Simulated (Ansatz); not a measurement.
Start from GaAs in the zinc blende structure (space group F-43m, No. 216; a = 5.6590 Å). Axes: x, y, z lie along the cube axes.

It is then changed as follows: uniaxial strain ε_xx = −3.91 %, all other strain components held at zero; the atoms relax in the strained cell.

Computed with PBEsol/PAW in Ansatz (a program for electronic structure), no SOC.

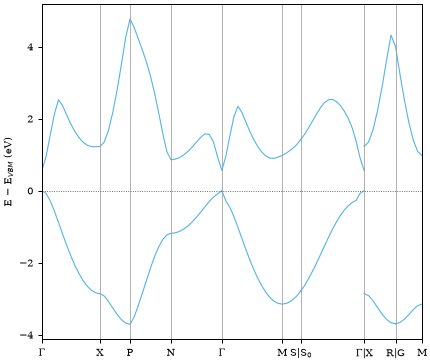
Figure: Highest valence and lowest conduction band along the path of the changed cell's own zone

**Question.** From the figure, how large is the changed gap, and is it direct?

**Answer.** About 0.6 eV, direct at Γ.

Whether these cells are dynamically stable was not tested. Labels are those of the standard path for the cell's own space group.
